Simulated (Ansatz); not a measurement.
**C$_{2}$H$_{5}$ClO$_{2}$Si: density, localisation and related maps**

The calculation's input:

```
crystal:
  periodic: [false, false, false]
  atoms:
    - { symbol: O, position_ang: [-0.9511, 0.2155, 2.5595] }
    - { symbol: C, position_ang: [-0.3815, -0.312, 1.4648] }
    - { symbol: C, position_ang: [-0.1503, 0.3211, 0.2942] }
    - { symbol: Cl, position_ang: [0.52375, -0.55816, -1.04412] }
    - { symbol: Si, position_ang: [-0.70585, 2.10998, 0.02392] }
    - { symbol: O, position_ang: [0.48533, 2.97499, -0.72642] }
    - { symbol: H, position_ang: [-1.185, 1.1863, 2.317] }
    - { symbol: H, position_ang: [-0.0892, -1.3255, 1.6757] }
    - { symbol: H, position_ang: [-1.91969, 2.08224, -0.83642] }
    - { symbol: H, position_ang: [-1.05313, 2.70654, 1.33432] }
    - { symbol: H, position_ang: [0.91308, 2.53749, -1.45884] }
basis:
  gaussian: { orbitals: "6-31G*" }
hamiltonian:
  xc: b3lyp
  dispersion: d4
relax:
  f_tol: 0.015
  max_steps: 40
output:
  orbitals: {}
```

Run with:

```sh
ansatz run input.yaml --threads 2 --pin off --max-ram 3072MiB --backend cpu --events-out ev --progress --plain --runs-dir out
```

The fields are those of the run's last geometry, not of the input's.

Method: Ansatz, RKS B3LYP-D4/6-31G*.

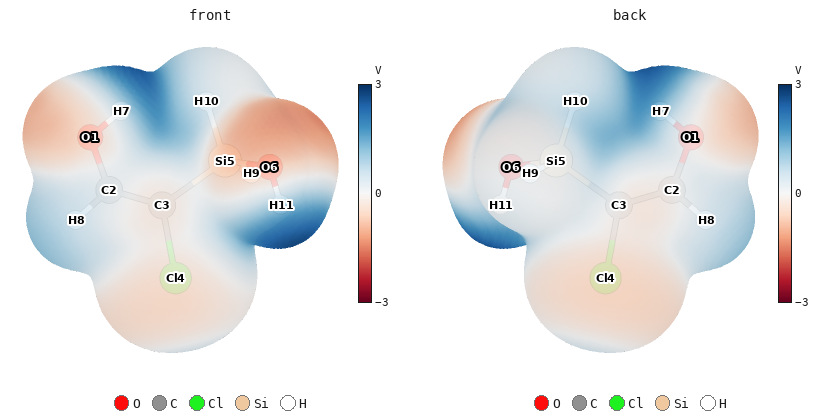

Figure 1. The molecular electrostatic potential painted on the density surface at 0.002 e/bohr³, seen from the front and from behind; the colour scale runs from red (negative) to blue (positive).

**Describe the electrostatic potential map.**

The most negative region (about −1.3 V) lies over O6, the most positive (about +2.6 V) over H11. Cl4 shows a σ-hole: about +0.4 V at the tip opposite its bond, against about −0.3 V on its flanks. O6 is the likeliest acceptor of a hydrogen bond.

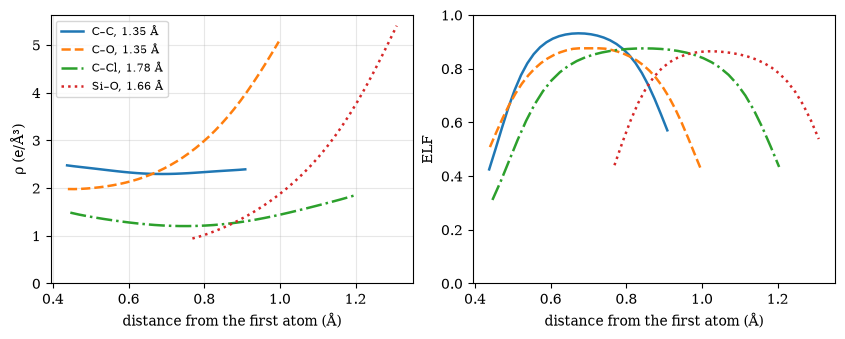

Figure 2. Electron density and ELF along straight lines between neighbouring atoms. The curves leave out the atomic cores.

**Compare the contacts.**

C–C (1.35 Å): the density is about 2.3 e/Å³ at the midpoint; the ELF peaks at about 0.95 between the atoms (a covalent bond).
C–O (1.35 Å): ρ at the midpoint is about 2.3 e/Å³, with its minimum of 2 e/Å³ about 0.5 Å from C; the ELF peaks at about 0.90 between the atoms, as expected for a polar covalent bond.
C–Cl (1.78 Å): the density is about 1.3 e/Å³ at the midpoint; the ELF peaks at about 0.90 between the atoms (a shared electron pair).
Si–O (1.66 Å): ρ at the midpoint is about 1.1 e/Å³; the ELF peaks at about 0.85 between the atoms, as expected for a polar covalent bond.

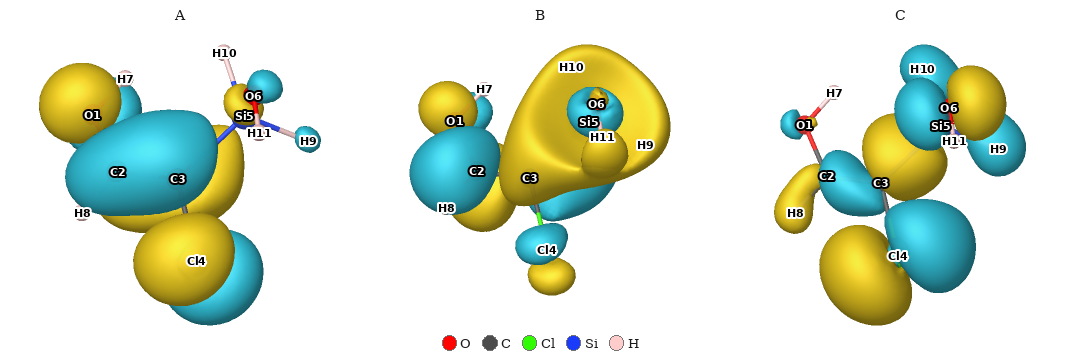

Figure 3. Three frontier orbitals at ±0.08 Å⁻³ᐟ² (yellow and cyan are the two phases), in no order.

**Which picture is the HOMO−1, the HOMO and the LUMO?**

C is the HOMO−1 (−8.25 eV). It lies mainly on Cl4 (about 50 %), C3 (about 15 %), O6 (about 15 %) and Si5 (about 10 %). A is the HOMO (−6.53 eV). It lies mainly on C3 (about 30 %), Cl4 (about 25 %), C2 (about 20 %) and O1 (about 20 %). B is the LUMO (−0.59 eV). By Hirshfeld shares it lies mainly on C2 (about 30 %), Si5 (about 25 %), C3 (about 15 %), O1 (about 5 %) and O6 (about 5 %).

**What is the HOMO–LUMO gap?**

5.94 eV between the orbital energies.
